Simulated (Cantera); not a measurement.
A closed system holds: 1 mol HMDSO, 5 mol O2, held at 925 K.

Equilibrium computed with Cantera from the NASA thermochemical tables; the gas is ideal and each condensed phase is pure. Candidate condensed phases: C, C6H6, C7H8, C8H18, H2O, Si, SiC, SiO2; 123 gas species. The feed counts by its element totals alone. Equilibrium is a limit: real reactors are often held back by kinetics, nucleation or transport.

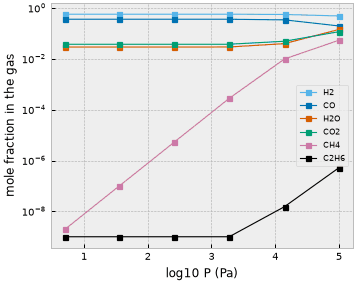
Equilibrium gas composition (values under 1e-9 drawn at 1e-9)

Problem. Read off the mole fractions at 1.95 Torr.

Solution. H2 about 0.57, CO about 0.36, CO2 about 0.037, H2O about 0.029, CH4 about 5.3e-6.
